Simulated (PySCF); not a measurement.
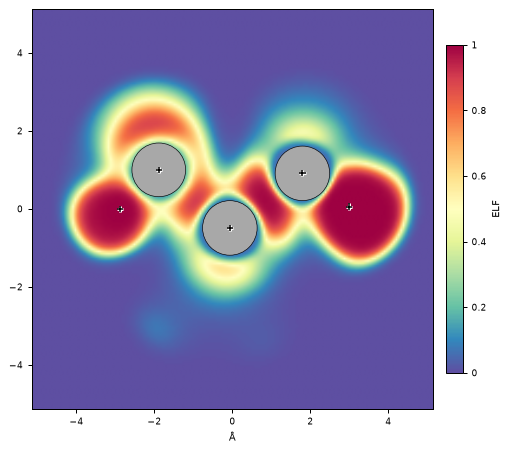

The electron localisation function on a plane through atoms (crosses mark nuclei in the plane; grey discs cover the cores).

All numbers below come from B3LYP/def2-SVPD, SCF density, gas phase (PySCF).

Candidates:
A. H10SSi4
B. C2H8F3NSi2 (SMILES N[SiH2][SiH2]CC(F)(F)F)
C. H10SeSi4

Which candidate gave the map?

Candidate C: H10SeSi4 on the plane of atoms Si3, Si4 and H13, which holds Si, Se and H. Si–Si (2.33 Å): the ELF peaks at about 1 between the atoms: localised, covalent bonding. Si–Se (2.35 Å): the ELF peaks at about 0.90 between the atoms; localised, covalent bonding.
